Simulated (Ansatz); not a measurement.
# HfWS4: one candidate of a structure search, part 2 of 2

The task: take a trial cell of HfWS4 to zero force and stress.

Ansatz 0.2.0; DFT PBE, scalar-relativistic, plane waves, PAW. The steps go on from the part before.

## 4. Another rough relaxation

The end of the coarse run is made exact in the group found at a tolerance of 0.06 Å and reduced to its primitive cell. The moments had died out, so spin is switched off.

input.yaml reads:

```yaml
crystal:
  lattice:
    - [4.3105649341, 0.0, 0.0]
    - [-2.155282467, 3.7330587376, 0.0]
    - [0.0, 0.0, 5.9000303166]
  atoms:
    - { symbol: Hf, position: [0.0, 0.0, 0.5] }
    - { symbol: W, position: [0.0, 0.0, 0.0] }
    - { symbol: S, position: [0.3333333333, 0.6666666667, 0.7608032458] }
    - { symbol: S, position: [0.3333333333, 0.6666666667, 0.2391967542] }
    - { symbol: S, position: [0.6666666667, 0.3333333333, 0.7608032458] }
    - { symbol: S, position: [0.6666666667, 0.3333333333, 0.2391967542] }
basis:
  ecutwfc: 420
kpoints:
  mp_grid: { grid: [6, 6, 4] }
hamiltonian:
  xc: pbe
scf:
  occupations: { method: gaussian, width: 0.1 }
  lower_state_search: "off"
output:
  forces: true
  stress: true
  eigenvalues: true
relax:
  adjacent_minimum: "off"
  f_tol: 0.04
  max_steps: 70
  cell: { stress_tol: 0.4 }
```

The run is started by

```
$ ansatz run input.yaml --threads 1 --pin off --max-ram 2560MiB --backend cpu --events-out ev --progress --plain --runs-dir out
```

Output, cut to the lines that bear on the results:

```text
Warning: RAYON_NUM_THREADS=1 ignored (pool sized by the plan → 1); use --threads N
[...]
Pseudopotentials: kind: paw
Pseudopotential: Hf, paw, valence charge 26, recommended cutoff 420 eV (normal), Hf.paw.azcp
Pseudopotential: W, paw, valence charge 14, recommended cutoff 420 eV (normal), W.paw.azcp
Pseudopotential: S, paw, valence charge 6, recommended cutoff 420 eV (normal), S.paw.azcp
Functional definition: PBE
[...]
Crystal: 6 atoms, lattice volume = 94.941 Å³
Basis set: ecut = 420 eV, 1861 PW (Γ), exchange–correlation on 60×60×80 points (8 copies of the dense FFT grid, shifted against one another)
Bands: 39, of which v1, the nominal top of the filled ones, is band 32 counted from 1 (31 counted from 0)
Symmetry: 24 space group operations
Space group: P6/mmm (ITA 191), of the structure as read, at distance tolerance 4.6e-5 Å
k-points: 21 of 144
[...]
       -0.000000      -0.000000      -0.052412
  P = ⅓ Tr σ = -0.1105 GPa (-1.105 kbar)
--- Band table (eV; the first three rows and the last of 21) ---
[...]
--- Relaxed structure (3 steps of the walk, 2 accepted, 1 SCFs on fresh bases) ---
  F+E_penalty+E_count = -29711.71521026 eV   max|allowed force component| = 1.925e-3 eV/Å   (the final SCF, on the basis selected at the relaxed cell)
  cell:  # Å, volume = 95.0884 Å³
    - [4.306800645823336, -2.88421576434271e-11, 0.0]
    - [-2.15340032288669, 3.729798768332657, 0.0]
    - [0.0, 0.0, 5.919530553231922]
  atoms:
    - { symbol: Hf, position: [-3.4408396780892046e-35, -1.8630156957960308e-35, 0.5000000000000001] }
    - { symbol: W, position: [-4.452528006988657e-35, -2.7228690938512796e-35, 0.0] }
    - { symbol: S, position: [0.33333333333333326, 0.6666666666666666, 0.7618188250413026] }
    - { symbol: S, position: [0.33333333333333326, 0.6666666666666666, 0.23818117495869726] }
    - { symbol: S, position: [0.6666666666666665, 0.33333333333333337, 0.7618188250413026] }
    - { symbol: S, position: [0.6666666666666665, 0.33333333333333337, 0.23818117495869726] }
```

It took 78 s on 1 thread of Intel Xeon at 2.50GHz (Skylake/Cascade Lake), shared host; peak memory 0.44 GiB.

The steps of the relaxation:

```
step  energy from step 1 (eV/cell)  largest force component (eV/Å)  pressure (GPa)  volume (Å³)
   1                        0.0000                          0.0409            0.02        94.94
   2                        0.0020                          0.0621           -0.52        95.50
   3                       -0.0012                          0.0019           -0.11        95.09
   4                       -0.0013                          0.0019           -0.11        95.09
```

Step 1 is the start. Step 4 repeats the geometry before it on a plane-wave basis chosen anew for that cell, so its energy need not be comparable with the rows above. Step 2 was tried and not accepted.

|  | before | after | change |
| --- | --- | --- | --- |
| a (Å) | 4.311 | 4.307 | -0.1 % |
| b (Å) | 4.311 | 4.307 | -0.1 % |
| c (Å) | 5.900 | 5.920 | +0.3 % |
| volume (Å³/atom) | 15.82 | 15.85 | +0.2 % |
| shortest distance (Å) | 2.489 | 2.487 | -0.1 % |
| space group (0.01 Å) | P6/mmm | P6/mmm | same |

Forces and stress were held to the start's 24 operations: a distortion of lower symmetry was not tested.

## 5. Final relaxation

The end of the coarse run is made exact in the group found at a tolerance of 0.06 Å and reduced to its primitive cell.

input.yaml reads:

```yaml
crystal:
  lattice:
    - [4.3068006458, 0.0, 0.0]
    - [-2.1534003229, 3.7297987683, 0.0]
    - [0.0, 0.0, 5.9195305532]
  atoms:
    - { symbol: Hf, position: [0.0, 0.0, 0.5] }
    - { symbol: W, position: [0.0, 0.0, 0.0] }
    - { symbol: S, position: [0.3333333333, 0.6666666667, 0.761818825] }
    - { symbol: S, position: [0.3333333333, 0.6666666667, 0.238181175] }
    - { symbol: S, position: [0.6666666667, 0.3333333333, 0.761818825] }
    - { symbol: S, position: [0.6666666667, 0.3333333333, 0.238181175] }
basis:
  ecutwfc: 420
kpoints:
  mp_grid: { grid: [12, 12, 6] }
hamiltonian:
  xc: pbe
scf:
  occupations: { method: gaussian, width: 0.1 }
output:
  forces: true
  stress: true
  eigenvalues: true
  write_density: true
  write_potential: true
  elf: true
  volumetric_format: npy
relax:
  adjacent_minimum: "off"
  f_tol: 0.01
  max_steps: 80
  cell: { stress_tol: 0.05 }
```

The run is started by

```
$ ansatz run input.yaml --threads 1 --pin off --max-ram 2560MiB --backend cpu --events-out ev --progress --plain --runs-dir out
```

Output, cut to the lines that bear on the results:

```text
Warning: RAYON_NUM_THREADS=1 ignored (pool sized by the plan → 1); use --threads N
[...]
[... 5 set-up lines as earlier in the session ...]
[...]
Crystal: 6 atoms, lattice volume = 95.088 Å³
Basis set: ecut = 420 eV, 1861 PW (Γ), exchange–correlation on 60×60×80 points (8 copies of the dense FFT grid, shifted against one another)
Bands: 39, of which v1, the nominal top of the filled ones, is band 32 counted from 1 (31 counted from 0)
[... 2 set-up lines as earlier in the session ...]
k-points: 76 of 864
[...]
--- Band table (eV; the first three rows and the last of 76) ---
[...]
--- Relaxed structure (5 steps of the walk, 4 accepted, 1 SCFs on fresh bases) ---
  F+E_penalty+E_count = -29711.73541365 eV   max|allowed force component| = 4.008e-4 eV/Å   (the final SCF, on the basis selected at the relaxed cell)
  cell:  # Å, volume = 94.9114 Å³
    - [4.294022015129659, -1.4538159516327692e-33, -2.4230265860546152e-34]
    - [-2.1470110075648297, 3.718732149511932, 7.539508566006948e-34]
    - [-3.330356124412187e-34, 1.0043105187680501e-33, 5.943731056490571]
  atoms:
    - { symbol: Hf, position: [-1.6292555314664045e-34, -1.9480151374626094e-34, 0.5] }
    - { symbol: W, position: [-7.83050622379794e-36, -1.0820314178174736e-34, 2.0590230357872116e-84] }
    - { symbol: S, position: [0.3333333333333333, 0.6666666666666666, 0.7613384843450925] }
    - { symbol: S, position: [0.3333333333333333, 0.6666666666666666, 0.2386615156549075] }
    - { symbol: S, position: [0.6666666666666666, 0.3333333333333333, 0.7613384843450925] }
    - { symbol: S, position: [0.6666666666666666, 0.3333333333333333, 0.2386615156549075] }
```

Run time: 5.3 min. Hardware: 1 thread of Intel Xeon at 2.50GHz (Skylake/Cascade Lake), shared host; peak memory 0.56 GiB.

Relaxation path:

| step | energy from step 1 (eV/cell) | largest force component (eV/Å) | pressure (GPa) | volume (Å³) |
| --- | --- | --- | --- | --- |
| 1 | 0.0000 | 0.0450 | -0.16 | 95.09 |
| 2 | 0.0001 | 0.0382 | -0.64 | 95.39 |
| 3 | -0.0026 | 0.0159 | -0.10 | 95.00 |
| 4 | -0.0027 | 0.0020 | -0.11 | 95.00 |
| 5 | -0.0028 | 0.0004 | 0.01 | 94.91 |
| 6 | -0.0027 | 0.0004 | 0.01 | 94.91 |

Step 1 is the start. Step 6 repeats the geometry before it on a plane-wave basis chosen anew for that cell, so its energy need not be comparable with the rows above. Step 2 was tried and not accepted.

|  | before | after | change |
| --- | --- | --- | --- |
| a (Å) | 4.307 | 4.294 | -0.3 % |
| b (Å) | 4.307 | 4.294 | -0.3 % |
| c (Å) | 5.920 | 5.944 | +0.4 % |
| volume (Å³/atom) | 15.85 | 15.82 | -0.2 % |
| shortest distance (Å) | 2.487 | 2.479 | -0.3 % |
| space group (0.01 Å) | P6/mmm | P6/mmm | same |

The run keeps the 24 symmetry operations of the start, so it could not have lowered the symmetry.

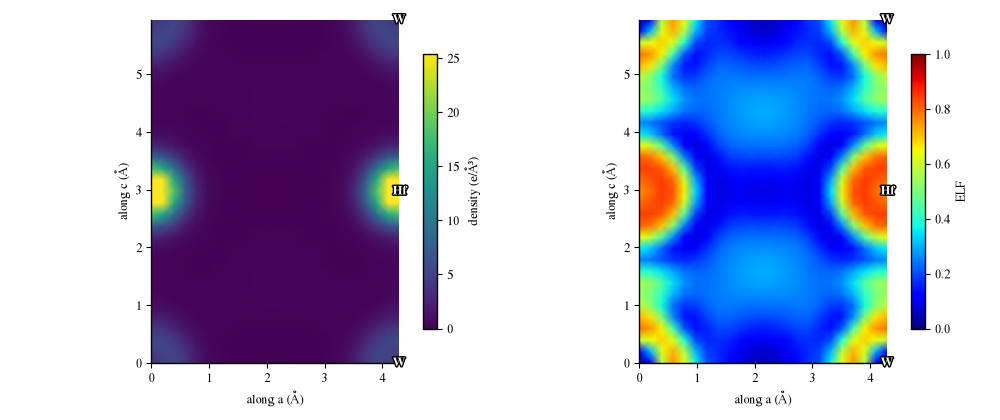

Density (left) and ELF (right) in a lattice plane of the grid's cell (edges 4.29 and 5.94 Å, at 1.000 of the third edge), which holds Hf and W. Only atoms in the plane are labelled; the density scale stops at 25.38 e/Å³. Both are smooth fields of the valence electrons: close to the nuclei they are not physical.

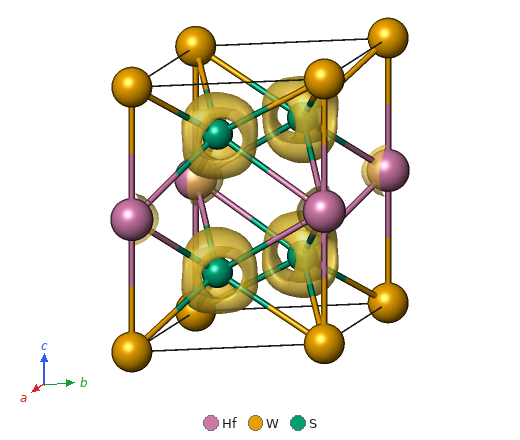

Surface of ELF = 0.81, drawn in one cell.

The highest ELF values outside the cores: 0.87 in the shell around S, 0.8 Å from S; 0.87 beside S, off the lines to its neighbours, 0.8 Å from S; 0.55 on the W–Hf line, 1.4 Å from W.

## 6. Variant: occupations.method methfessel_paxton, occupations.width 0.3, n_extra_bands 8

input.yaml reads:

```yaml
crystal:
  lattice:
    - [4.2940220151, 0.0, 0.0]
    - [-2.1470110076, 3.7187321495, 0.0]
    - [0.0, 0.0, 5.9437310565]
  atoms:
    - { symbol: Hf, position: [0.0, 0.0, 0.5] }
    - { symbol: W, position: [0.0, 0.0, 0.0] }
    - { symbol: S, position: [0.3333333333, 0.6666666667, 0.7613384843] }
    - { symbol: S, position: [0.3333333333, 0.6666666667, 0.2386615157] }
    - { symbol: S, position: [0.6666666667, 0.3333333333, 0.7613384843] }
    - { symbol: S, position: [0.6666666667, 0.3333333333, 0.2386615157] }
basis:
  ecutwfc: 420
kpoints:
  mp_grid: { grid: [12, 12, 6] }
hamiltonian:
  xc: pbe
scf:
  occupations: { method: methfessel_paxton, width: 0.3 }
  n_extra_bands: 8
output:
  forces: true
  eigenvalues: true
  stress: true
```

The run is started by

```
$ ansatz run input.yaml --threads 1 --pin off --max-ram 2560MiB --backend cpu --events-out ev --progress --plain --runs-dir out
```

Output, cut to the lines that bear on the results:

```text
Warning: RAYON_NUM_THREADS=1 ignored (pool sized by the plan → 1); use --threads N
scf.n_extra_bands = 8 over 32 filled bands (N_el = 64.0): the run solves 40 bands
[...]
[... 5 set-up lines as earlier in the session ...]
[...]
Crystal: 6 atoms, lattice volume = 94.911 Å³
Basis set: ecut = 420 eV, 1861 PW (Γ), exchange–correlation on 60×60×80 points (8 copies of the dense FFT grid, shifted against one another)
Bands: 40, of which v1, the nominal top of the filled ones, is band 32 counted from 1 (31 counted from 0)
[... 2 set-up lines as earlier in the session ...]
[...]
SCF converged after 8 iterations
Stability not checked: this state was not tested for a lower state beside it, because cold or Methfessel-Paxton smearing, or corrected tetrahedra, fill the levels in a way that the test cannot read (fill_not_monotonic; see scf.lower_state_search)
Free energy (F): -29711.730270 eV
[...]
E sigma→0 (E₀):  -29711.730040 eV
Entropy (-TS):   -0.000922 eV (-0.154 meV/atom)
Fermi energy:    15.794115 eV
[...]
--- Forces (eV/Å), atoms counted from 1 ---
  atom   1  Hf    -0.00000000    -0.00000000     0.00000000
  atom   2  W      0.00000000    -0.00000000     0.00000000
  atom   3  S      0.00000000     0.00000000     0.00237607
  atom   4  S      0.00000000     0.00000000    -0.00237607
  atom   5  S     -0.00000000    -0.00000000     0.00237607
  atom   6  S     -0.00000000    -0.00000000    -0.00237607
[...]
--- Stress (GPa, compression-positive) ---
       -0.047317      -0.000000      -0.000000
       -0.000000      -0.047317       0.000000
       -0.000000       0.000000       0.076129
  P = ⅓ Tr σ = -0.0062 GPa (-0.062 kbar)
--- Band table (eV; the first three rows and the last of 76) ---
[...]
```

Run time: 49 s. Hardware: 1 thread of Intel Xeon at 2.50GHz (Skylake/Cascade Lake), shared host; peak memory 0.53 GiB.

```csv
run,ending,energy change,pressure (GPa),gap (eV),force (eV/Å),cycles,time
step 5,converged,0,0.0,0.00,0.00,-,5.3 min
variant,converged,-1.0 meV/atom (σ→0),0.0,0.00,0.00,8,49 s
```

Changing the smearing and band count moves the energy by -1.0 meV/atom (σ→0 values).

## 7. Outcome

This closing draws on all 2 parts. Changes of volume or cell count from the first structure of part 1.

```
                              quantity                                                                       value
symmetry at the end (tolerance 0.05 Å)                                                space group P6/mmm (No. 191)
                     conventional cell  a = 4.294 Å, b = 4.294 Å, c = 5.944 Å, α = 90.00°, β = 90.00°, γ = 120.00°
                                volume                                                               15.82 Å³/atom
              energy over the elements                                                               +0.45 eV/atom
                       gap on the mesh                                                                none (metal)
```

What this shows: The space group P6/mmm (No. 191) is kept, and the volume per atom shrinks by 14.4 % from the first guess. The formation energy is positive, so the separate elements lie lower. No finished test with a distortion of lower symmetry is shown, so the end may be a saddle point. The runs treat Hf, W without spin-orbit coupling. Other magnetic orders were not searched.
